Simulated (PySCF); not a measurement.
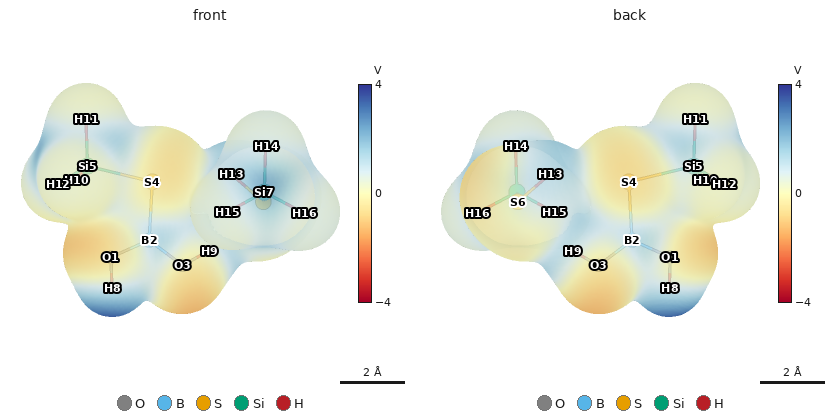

Figure. BH₅O₂SSi···H₄SSi. The molecular electrostatic potential painted on the density surface at 0.004 e/bohr³, seen from the front and from behind; red is negative and blue positive.

Geometry: PBE0-D3(BJ)/def2-SVP.

The calculation used PBE0/pcSseg-1, SCF density, gas phase, non-relativistic in PySCF 2.14.0.

```xyz
16

O     1.3284   -1.5393   -1.5345
B     0.2906   -0.7505   -1.1501
O    -0.2878    0.1004   -2.0210
S    -0.2666   -0.8989    0.6049
Si    1.0797   -2.4439    1.2780
S    -2.4915    1.8035   -0.2974
Si   -0.8224    2.9001    0.5406
H     1.5550   -1.4066   -2.4623
H    -1.0269    0.6243   -1.6634
H     2.4991   -1.9974    1.2141
H     0.6975   -2.6767    2.7014
H     0.8922   -3.7009    0.5022
H    -2.3465    0.7367    0.5262
H    -0.9347    2.9451    2.0252
H     0.4854    2.3123    0.1396
H    -0.9601    4.2679   -0.0338
```

Q: Where is the surface potential most negative and most positive?

A: The most negative region (about −1.2 V) lies over O3, the most positive (about +3.2 V) over H8. O3 is the likeliest acceptor of a hydrogen bond.

Q: What dipole moment does the calculation give?

A: Its dipole moment is 1.18 D.
